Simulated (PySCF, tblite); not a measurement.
# C3H13BF2Si3: geometry, infrared bands and NMR shifts

What infrared bands and NMR shifts should C3H13BF2Si3 (`CC[Si@@H]([SiH3])[SiH2]CB(F)F`) show?

Programs: tblite 0.8.0 and PySCF 2.14.0, with density-fitted response routines of our own. Each step states its level of theory. These are calculated values for one molecule in the gas phase, unless marked as measured. Atoms are numbered from 0 throughout.

**1. The molecule as given**

22 atoms, charge 0, multiplicity 1; geometry from: force field or distance geometry start.

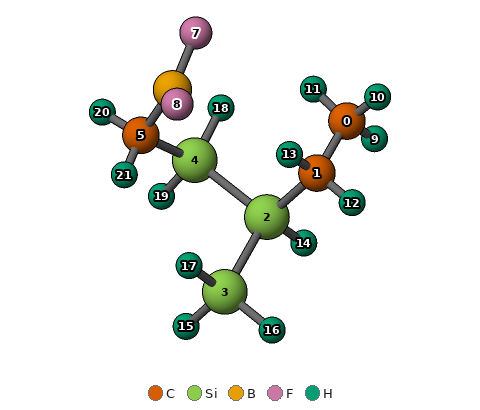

As it starts; carbon orange, silicon green, boron amber, fluorine pink, hydrogen teal, atoms numbered.

**2. Relaxing the molecule with GFN2-xTB**

Job settings and geometry (Å):

```
{"job": {"kind": "relax", "xc": "GFN2-xTB", "basis": "xTB"}, "charge": 0, "multiplicity": 1}
C     -1.448000     0.059300     2.172800
C     -1.450500     0.695600     0.777000
Si    -1.038700    -0.581500    -0.532100
Si    -1.057900     0.431600    -2.537100
Si     0.963500    -1.500400    -0.197100
C      2.317200    -0.236000    -0.451700
B      2.269600     0.870600     0.688300
F      2.462200     0.497600     2.079300
F      2.059500     2.250600     0.348100
H     -2.205000    -0.762400     2.224300
H     -1.734800     0.829400     2.924000
H     -0.454800    -0.336800     2.430200
H     -2.449800     1.125700     0.580500
H     -0.688300     1.504200     0.747700
H     -2.073900    -1.625100    -0.513600
H     -0.747100    -0.562900    -3.558900
H     -2.382800     1.010500    -2.772300
H     -0.042200     1.481300    -2.536100
H      1.041500    -2.063200     1.155500
H      1.150800    -2.576200    -1.179700
H      3.302500    -0.740500    -0.410100
H      2.196800     0.248000    -1.439800
```

On the command line:

```
> OMP_NUM_THREADS=1 python probes_run.py task.json out
```

The driver reads the jobs from task.json and runs them one after another.

Output:

```text
step      E/eV     max force
  0    -788.50772    3.527
  1    -788.93311    2.424
  2    -789.13460    2.475
  3    -789.20987    0.520
  4    -789.24363    0.447
  5    -789.29050    0.674
  6    -789.30979    0.557
  7    -789.33989    0.408
  8    -789.36099    0.475
  9    -789.38273    0.349
 10    -789.39824    0.404
 11    -789.41029    0.306
 12    -789.41758    0.247
 13    -789.42209    0.161
 14    -789.42533    0.189
 15    -789.42807    0.181
 16    -789.43003    0.109
 17    -789.43133    0.084
 18    -789.43260    0.090
 19    -789.43412    0.129
 20    -789.43578    0.123
 21    -789.43726    0.087
 22    -789.43840    0.097
 23    -789.43935    0.079
 24    -789.44032    0.099
 25    -789.44129    0.098
 26    -789.44238    0.103
 27    -789.44396    0.145
 28    -789.44625    0.173
 29    -789.44894    0.163
 30    -789.45138    0.097
 31    -789.45311    0.093
 32    -789.45449    0.091
 33    -789.45607    0.129
 34    -789.45789    0.128
 35    -789.45953    0.091
 36    -789.46063    0.086
 37    -789.46131    0.100
 38    -789.46196    0.049
 39    -789.46237    0.043
 40    -789.46269    0.051
 41    -789.46309    0.050
 42    -789.46347    0.063
 43    -789.46384    0.058
 44    -789.46413    0.037
 45    -789.46435    0.037
 46    -789.46451    0.031
 47    -789.46466    0.031
 48    -789.46481    0.033
 49    -789.46503    0.040
 50    -789.46534    0.056
 51    -789.46566    0.048
 52    -789.46590    0.028
 53    -789.46609    0.026
 54    -789.46628    0.032
 55    -789.46654    0.037
 56    -789.46683    0.039
 57    -789.46711    0.038
 58    -789.46734    0.029
 59    -789.46753    0.034
 60    -789.46769    0.033
 61    -789.46780    0.023
 62    -789.46788    0.022
 63    -789.46796    0.022
 64    -789.46808    0.033
 65    -789.46822    0.037
 66    -789.46837    0.025
 67    -789.46850    0.024
 68    -789.46863    0.026
 69    -789.46877    0.033
 70    -789.46888    0.028
 71    -789.46895    0.021
 72    -789.46901    0.016
 73    -789.46910    0.028
 74    -789.46922    0.039
 75    -789.46933    0.029
 76    -789.46938    0.013
 77    -789.46941    0.014
 78    -789.46944    0.015
 79    -789.46949    0.025
 80    -789.46957    0.025
 81    -789.46965    0.020
 82    -789.46972    0.020
 83    -789.46979    0.024
 84    -789.46988    0.037
 85    -789.46999    0.037
 86    -789.47010    0.023
 87    -789.47019    0.024
 88    -789.47026    0.019
 89    -789.47033    0.023
 90    -789.47041    0.019
 91    -789.47048    0.014
 92    -789.47053    0.017
 93    -789.47059    0.016
 94    -789.47067    0.023
 95    -789.47077    0.026
 96    -789.47086    0.018
 97    -789.47092    0.017
 98    -789.47098    0.019
 99    -789.47103    0.018
100    -789.47108    0.016
101    -789.47112    0.012
102    -789.47115    0.011
103    -789.47118    0.012
104    -789.47121    0.013
105    -789.47125    0.013
106    -789.47130    0.014
107    -789.47134    0.013
108    -789.47137    0.013
109    -789.47141    0.012
110    -789.47144    0.012
111    -789.47150    0.014
112    -789.47156    0.017
113    -789.47161    0.013
114    -789.47165    0.014
115    -789.47170    0.016
116    -789.47178    0.029
117    -789.47187    0.033
118    -789.47196    0.024
119    -789.47204    0.018
120    -789.47211    0.018
121    -789.47220    0.033
122    -789.47232    0.036
123    -789.47241    0.022
124    -789.47247    0.017
125    -789.47252    0.021
126    -789.47258    0.031
127    -789.47266    0.031
128    -789.47276    0.013
129    -789.47278    0.009
```

It took 5.3 s on 1 thread of Intel Xeon at 2.50GHz, shared host.

Relaxation path: (not every step is listed)

| step | energy from step 0 (eV) | largest force (eV/Å) |
| --- | --- | --- |
| 0 | 0.0000 | 3.5266 |
| 1 | -0.4254 | 2.4239 |
| 2 | -0.6269 | 2.4754 |
| 3 | -0.7022 | 0.5198 |
| 4 | -0.7359 | 0.4467 |
| 5 | -0.7828 | 0.6737 |
| 6 | -0.8021 | 0.5573 |
| 7 | -0.8322 | 0.4084 |
| 8 | -0.8533 | 0.4749 |
| 19 | -0.9264 | 0.1292 |
| 30 | -0.9437 | 0.0973 |
| 41 | -0.9554 | 0.0502 |
| 52 | -0.9582 | 0.0280 |
| 63 | -0.9602 | 0.0218 |
| 74 | -0.9615 | 0.0386 |
| 85 | -0.9623 | 0.0366 |
| 96 | -0.9631 | 0.0180 |
| 107 | -0.9636 | 0.0135 |
| 118 | -0.9642 | 0.0237 |
| 124 | -0.9648 | 0.0170 |
| 125 | -0.9648 | 0.0210 |
| 126 | -0.9649 | 0.0310 |
| 127 | -0.9649 | 0.0310 |
| 128 | -0.9650 | 0.0128 |
| 129 | -0.9651 | 0.0086 |

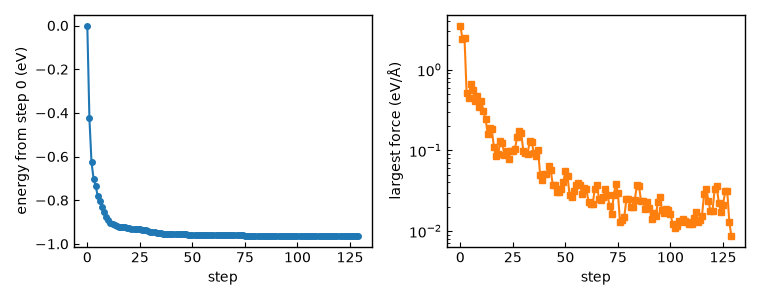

Energy and largest force along the relaxation.

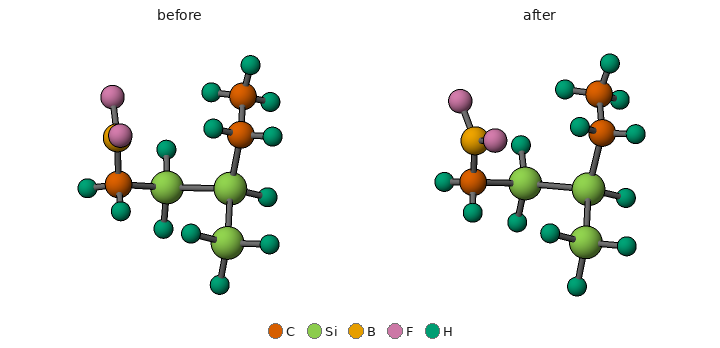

The geometry before (left) and after (right).

Close pairs (by a distance rule), those that changed most:

| bond | before (Å) | after (Å) | change (Å) |
| --- | --- | --- | --- |
| B6–F7 | 1.453 | 1.325 | -0.128 |
| B6–F8 | 1.437 | 1.329 | -0.108 |
| Si2–Si4 | 2.228 | 2.331 | +0.102 |
| Si2–Si3 | 2.247 | 2.329 | +0.082 |
| Si4–C5 | 1.870 | 1.934 | +0.064 |
| C5–B6 | 1.589 | 1.540 | -0.049 |
| C1–Si2 | 1.875 | 1.918 | +0.043 |
| C0–H9 | 1.118 | 1.089 | -0.030 |

The final coordinates are the input of the step that follows.

**3. Infrared spectrum with GFN2-xTB**

Job settings and geometry (Å):

```
{"job": {"kind": "ir", "xc": "GFN2-xTB", "basis": "xTB"}, "charge": 0, "multiplicity": 1}
C     -1.401513     0.074835     2.208187
C     -1.560552     0.664418     0.812192
Si    -1.057654    -0.541372    -0.591759
Si    -1.094539     0.626613    -2.606029
Si     0.954102    -1.597860    -0.073480
C      2.422411    -0.374301    -0.367046
B      2.270075     0.835262     0.574322
F      2.726911     0.864982     1.817272
F      1.567057     1.916515     0.254727
H     -1.946514    -0.863341     2.297051
H     -1.780365     0.760609     2.964853
H     -0.352570    -0.118193     2.427237
H     -2.600244     0.967479     0.671143
H     -0.964778     1.575894     0.743611
H     -2.096672    -1.601421    -0.573538
H     -0.763892    -0.256039    -3.730304
H     -2.389319     1.234125    -2.928586
H     -0.110218     1.711027    -2.626721
H      1.142760    -2.127746     1.286951
H      1.283410    -2.727598    -0.960346
H      3.342676    -0.922377    -0.186312
H      2.399017    -0.082126    -1.414274
```

Output:

```text
mode    cm-1     km/mol
  1      15.7      0.15
  2      24.6      0.65
  3      35.7      0.00
  4      43.2      0.18
  5      66.8      0.52
  6      85.2      1.41
  7      94.8      1.60
  8     113.9      4.37
  9     125.4      0.95
 10     187.3      3.66
 11     237.9      1.03
 12     270.2      8.78
 13     306.0      1.09
 14     365.1      7.54
 15     374.3     16.40
 16     423.3     49.63
 17     427.8      7.55
 18     430.6      6.59
 19     484.2      4.76
 20     522.5     25.73
 21     577.1     37.17
 22     589.9    439.82
 23     620.1     71.57
 24     649.8    104.15
 25     684.2     83.44
 26     693.0    227.21
 27     742.1     83.61
 28     768.4    323.74
 29     786.0    395.62
 30     810.2     69.92
 31     813.7    115.83
 32     817.2     47.94
 33     823.5    210.29
 34     979.9     12.79
 35    1006.1     57.71
 36    1018.7      6.25
 37    1074.4     11.30
 38    1100.1    131.24
 39    1238.5    303.89
 40    1244.1      6.70
 41    1273.6    446.22
 42    1285.8      2.28
 43    1420.7      0.74
 44    1458.8     14.80
 45    1488.0      0.21
 46    1506.8      1.82
 47    1513.1      6.31
 48    2062.0    306.40
 49    2162.9    338.27
 50    2184.6    168.99
 51    2220.5    376.34
 52    2228.2    294.29
 53    2244.0    242.25
 54    2960.6     28.80
 55    2986.1     18.98
 56    3010.1     51.18
 57    3011.9     27.04
 58    3017.3     48.74
 59    3024.8     21.40
 60    3025.3      8.74
```

Run time: 4.9 s. Hardware: 1 thread of Intel Xeon at 2.50GHz, shared host.

Which atoms move in the most intense modes:

| cm⁻¹ | km/mol | atoms |
| --- | --- | --- |
| 590 | 439.8 | H14 61 %, H18 15 %, Si2 11 % |
| 768 | 323.7 | C5 24 %, H21 20 %, H20 19 % |
| 786 | 395.6 | H17 22 %, H16 21 %, H15 21 % |
| 1238 | 303.9 | B6 68 %, F8 14 % |
| 1274 | 446.2 | B6 70 %, F7 13 % |
| 2062 | 306.4 | H14 97 % |
| 2163 | 338.3 | H19 72 %, H18 23 % |
| 2220 | 376.3 | H15 94 % |

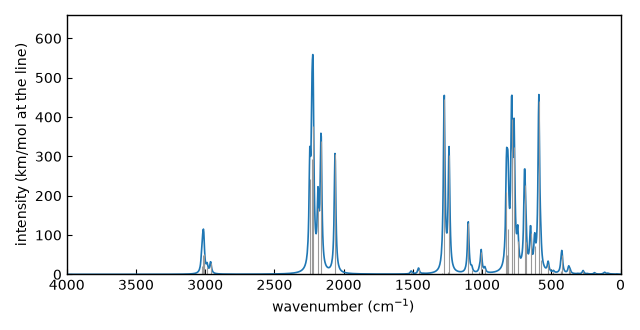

The infrared spectrum from these modes, unscaled. Lines are broadened to a width of 14 cm⁻¹ (Lorentzian).

**4. Nuclear shieldings: PBE0/pcSseg-1**

Settings changed since step 3:

```diff
@@ -1,2 +1,2 @@
-{"job": {"kind": "ir", "xc": "GFN2-xTB", "basis": "xTB"}, "charge": 0, "multiplicity": 1}
+{"job": {"kind": "nmr", "xc": "PBE0", "basis": "pcSseg-1"}, "charge": 0, "multiplicity": 1}
 C     -1.401513     0.074835     2.208187
```

Method: GIAO PBE0/pcSseg-1 NMR shielding, non-relativistic, gas phase.

Output:

```text
coarse grid: 19448 points
cycle   1  E = -1214.3383605160  dE =  4.636e-01  |g| = 7.189e-01  |ddm| = 4.065e+00
cycle   2  E = -1214.2816422523  dE =  5.672e-02  |g| = 9.429e-01  |ddm| = 1.050e+00
cycle   3  E = -1214.4367914024  dE = -1.551e-01  |g| = 5.642e-02  |ddm| = 6.190e-01
cycle   4  E = -1214.4372427810  dE = -4.514e-04  |g| = 3.017e-02  |ddm| = 6.107e-02
cycle   5  E = -1214.4374500746  dE = -2.073e-04  |g| = 4.554e-03  |ddm| = 2.672e-02
cycle   6  E = -1214.4374555841  dE = -5.509e-06  |g| = 1.329e-03  |ddm| = 7.816e-03
final grid: 173656 points
cycle   7  E = -1214.4951357809  dE = -5.996e-05  |g| = 8.513e-03  |ddm| = 2.911e-02
cycle   8  E = -1214.4951243942  dE =  1.139e-05  |g| = 1.060e-02  |ddm| = 1.708e-02
cycle   9  E = -1214.4951540177  dE = -2.962e-05  |g| = 6.198e-04  |ddm| = 1.013e-02
cycle  10  E = -1214.4951540884  dE = -7.067e-08  |g| = 2.433e-04  |ddm| = 7.332e-04
cycle  11  E = -1214.4951540997  dE = -1.136e-08  |g| = 4.971e-05  |ddm| = 1.870e-04
cycle  12  E = -1214.4951541001  dE = -3.868e-10  |g| = 1.427e-05  |ddm| = 4.954e-05
converged SCF energy = -1214.4951541001

GIAO shielding tensors (ppm)
atom      isotropic    diamagn.    paramagn.     s11        s22        s33       span
  0 C      171.011     248.468     -77.457    162.786    165.282    184.966     22.181
  1 C      181.671     255.161     -73.491    173.050    181.087    190.875     17.826
  2 Si     424.485     883.311    -458.826    385.287    408.862    479.305     94.018
  3 Si     465.613     881.137    -415.524    451.403    462.188    483.247     31.844
  4 Si     425.099     882.606    -457.506    397.709    409.468    468.121     70.412
  5 C      190.685     260.689     -70.004    179.956    188.486    203.613     23.657
  6 B       70.380     195.123    -124.743     34.862     81.676     94.603     59.741
  7 F      242.697     466.536    -223.839     76.328    290.217    361.546    285.218
  8 F      247.445     473.166    -225.721     77.473    300.385    364.476    287.004
  9 H       30.730      30.582       0.149     26.433     28.762     36.996     10.563
 10 H       30.125      28.979       1.147     24.872     27.040     38.464     13.592
 11 H       30.714      32.648      -1.934     25.559     31.010     35.572     10.013
 12 H       30.787      31.982      -1.195     24.918     29.506     37.936     13.018
 13 H       30.683      34.699      -4.016     27.062     28.896     36.092      9.030
 14 H       27.789      31.231      -3.441     24.576     25.304     33.488      8.911
 15 H       28.273      29.486      -1.212     24.514     25.943     34.364      9.849
 16 H       28.147      29.353      -1.206     24.425     25.715     34.299      9.873
 17 H       28.127      30.177      -2.051     24.205     27.504     32.671      8.467
 18 H       27.322      31.170      -3.847     24.430     25.392     32.145      7.715
 19 H       27.495      30.578      -3.084     23.763     25.331     33.390      9.627
 20 H       31.090      28.935       2.155     26.245     27.680     39.345     13.100
 21 H       31.509      33.327      -1.818     27.278     29.458     37.790     10.512
```

Run time: 3.2 min. Hardware: 1 thread of Intel Xeon at 2.50GHz, shared host; peak memory 1.1 GiB.

The references, computed at this level on geometries of the same kind, shield at (ppm): 1H TMS 31.72, 13C TMS 186.9, 29Si TMS 349.2, 19F CFCl3 170.9, 11B BF3·OEt2 100.1. Their shielding less the atom's gives the shift. The references are single molecules in the gas phase, so shifts against H2O, NH3, PH3, H3PO4 or CFCl3 are not on the usual liquid scales and can be off by tens of ppm. Atoms listed in one row are averaged.

| atoms | environment | σ (ppm) | δ (ppm) | δ scaled to CDCl3 |
| --- | --- | --- | --- | --- |
| C0 | methyl carbon | 171.0 | 15.9 | 13.6 |
| C1 | sp3 CH2 bonded to Si | 181.7 | 5.3 | 3.2 |
| C5 | sp3 CH2 bonded to B and Si | 190.7 | -3.8 | -5.6 |
| H18 | hydrogen on a silicon bonded to C, Si | 27.32 | 4.39 | – |
| H19 | hydrogen on a silicon bonded to C, Si | 27.49 | 4.22 | – |
| H14 | hydrogen on a silicon bonded to C, 2 Si | 27.79 | 3.93 | – |
| H15, H16, H17 | hydrogen on a silicon bonded to Si | 28.18 | 3.53 | – |
| H9, H10, H11 | hydrogen on a methyl carbon | 30.52 | 1.19 | 1.23 |
| H13 | hydrogen on an sp3 CH2 bonded to Si | 30.68 | 1.03 | 1.08 |
| H12 | hydrogen on an sp3 CH2 bonded to Si | 30.79 | 0.93 | 0.98 |
| H20 | hydrogen on an sp3 CH2 bonded to B and Si | 31.09 | 0.63 | 0.70 |
| H21 | hydrogen on an sp3 CH2 bonded to B and Si | 31.51 | 0.21 | 0.30 |
| Si2 | silicon bonded to C, 2 Si, H | 424.5 | -75.3 | – |
| Si4 | silicon bonded to C, Si, 2 H | 425.1 | -75.9 | – |
| Si3 | silicon bonded to Si, 3 H | 465.6 | -116.5 | – |
| B6 | boron bonded to C, 2 F | 70.4 | 29.7 | – |
| F7, F8 | fluorine bonded to B | 245.1 | -74.1 | – |

The scaled column applies a straight-line fit of computed shieldings to shifts measured in CDCl3, and one for carbons that bear F (root-mean-square error 0.16 ppm for H, 1.9 ppm for C).

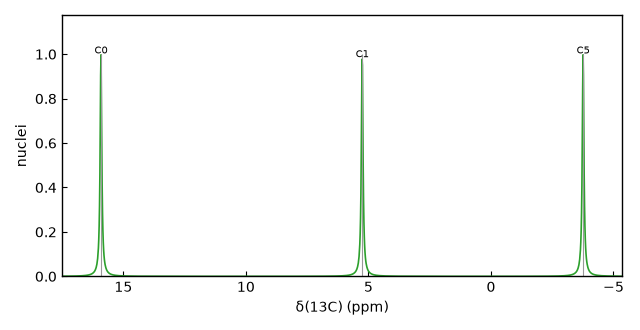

13C lines at the computed shifts, without couplings. Lines are broadened to a width of 0.08 ppm (Lorentzian).

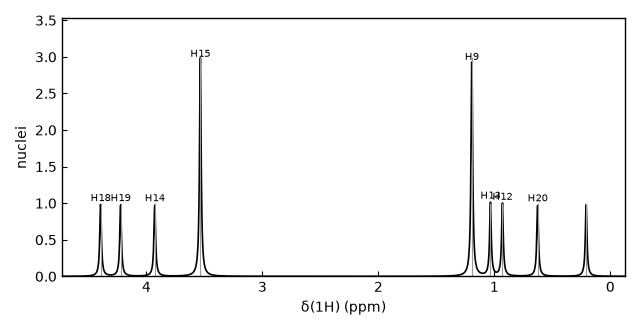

1H lines at the computed shifts, without couplings. Lines are broadened to a width of 0.02 ppm (Lorentzian).

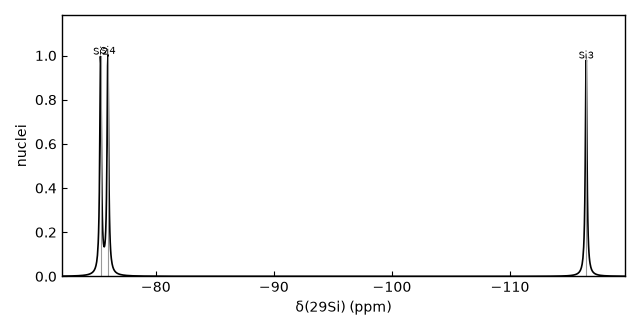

29Si lines at the computed shifts, without couplings. Lines are broadened to a width of 0.16 ppm (Lorentzian).

The run also stored atomic charges by several schemes (e):

| atoms | Mulliken | IAO | Hirshfeld | ESP fit |
| --- | --- | --- | --- | --- |
| C0 | -0.29 | -0.41 | -0.12 | -0.32 |
| C1 | -0.56 | -0.50 | -0.15 | 0.09 |
| Si2 | 0.08 | 0.30 | 0.18 | -0.01 |
| Si3 | 0.24 | 0.29 | 0.21 | 0.20 |
| Si4 | 0.29 | 0.47 | 0.25 | 0.36 |
| C5 | -0.77 | -0.72 | -0.24 | -0.59 |
| B6 | 0.78 | 0.71 | 0.30 | 0.67 |
| F7, F8 | -0.30 | -0.32 | -0.14 | -0.28 |

Hirshfeld charges:

C0 -0.12; C1 -0.15; Si2 0.18; Si3 0.21; Si4 0.25; C5 -0.24; B6 0.30; F7 -0.15; F8 -0.13; H9 0.04; H10 0.04; H11 0.03; H12 0.04; H13 0.03; H14 -0.08; H15 -0.08; H16 -0.07; H17 -0.07; H18 -0.07; H19 -0.08; H20 0.05; H21 0.05

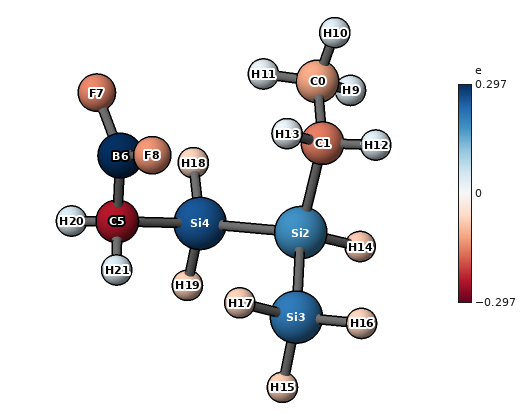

Hirshfeld charges, as colours on the atoms.

Mayer bond orders: C0–C1 1.05, C1–Si2 0.90, Si2–Si3 0.91, Si2–Si4 0.89, Si4–C5 0.87, C5–B6 1.03, B6–F7 1.11, B6–F8 1.07.

The fields below are evaluated on a grid from the run's orbitals.

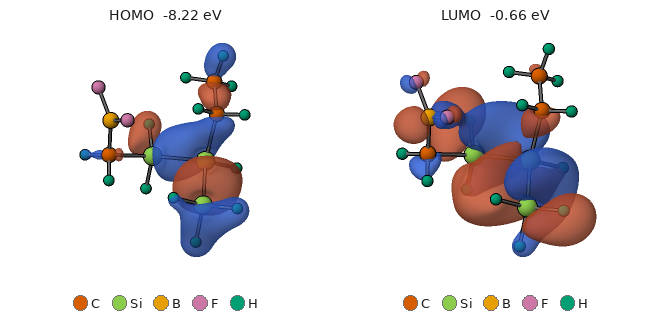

PBE0/pcSseg-1 orbitals near the gap, drawn at the value that encloses 70 % of each; the two colours are the two signs.

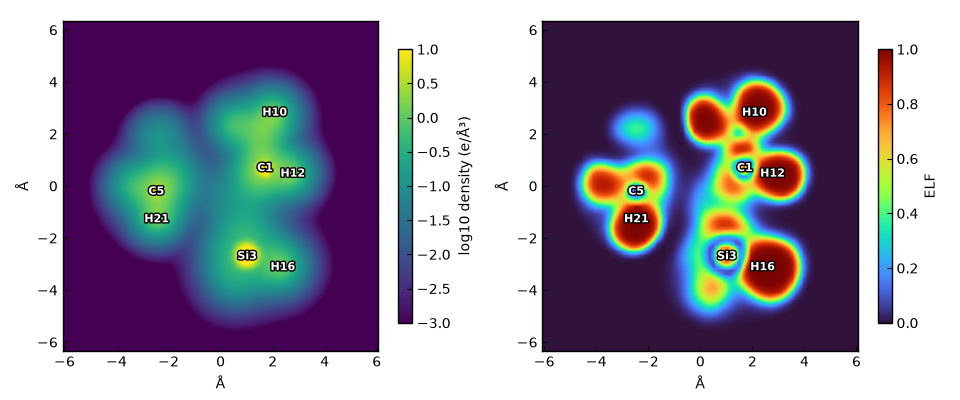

Density (left) and ELF (right) in a plane through or near 7 of the atoms.

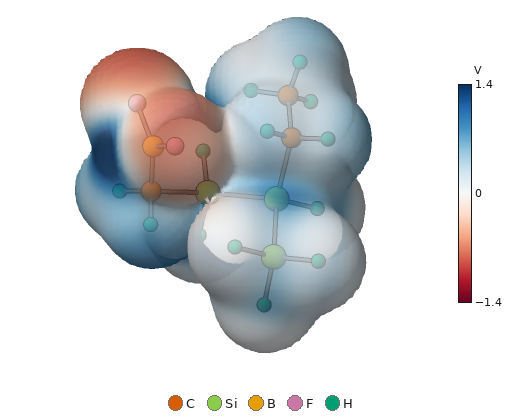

The potential that a unit positive charge feels on the 0.002 e/bohr³ surface, from the 1st to the 99th percentile, from -0.78 V near F7 to 1.40 V near B6.

**5. Outcome**

```
                                                                 quantity                                                     value
                                strongest single infrared mode (GFN2-xTB)                                     1274 cm⁻¹, 446 km/mol
                                             zero-point energy (GFN2-xTB)                                             94.0 kcal/mol
                                   13C shifts against TMS (PBE0/pcSseg-1)                                       15.9, 5.3, -3.8 ppm
   1H shifts against TMS (PBE0/pcSseg-1, means over atoms taken as alike)  4.39, 4.22, 3.93, 3.53, 1.19, 1.03, 0.93, 0.63, 0.21 ppm
                                  29Si shifts against TMS (PBE0/pcSseg-1)                                  -75.3, -75.9, -116.5 ppm
                              11B shifts against BF3·OEt2 (PBE0/pcSseg-1)                                                  29.7 ppm
19F shifts against CFCl3 (PBE0/pcSseg-1, means over atoms taken as alike)                                                 -74.1 ppm
                                    surface potential, 1st and 99th percentile                                        -0.78 V and 1.40 V
```

Relaxing lowered the energy by 0.965 eV in 129 steps; the close pair that moved most is B6–F7, from 1.453 to 1.325 Å. All 60 modes are real, so the xTB geometry is a minimum. The strongest single mode, at 1274 cm⁻¹, moves mainly B6. GFN2-xTB is a fitted tight-binding method: band positions and strengths are rough. Its intensities can rank the bands wrongly. At PBE0/pcSseg-1: The widest tensor belongs to F7, F8: span 286 ppm, with a paramagnetic part of -225 ppm. At PBE0/pcSseg-1, counted by nearest atom on the grid, the HOMO lies on Si2 28 %; Si3 21 %, the LUMO on Si2, Si4 about 16 % each; H16, H18 about 12 % each.
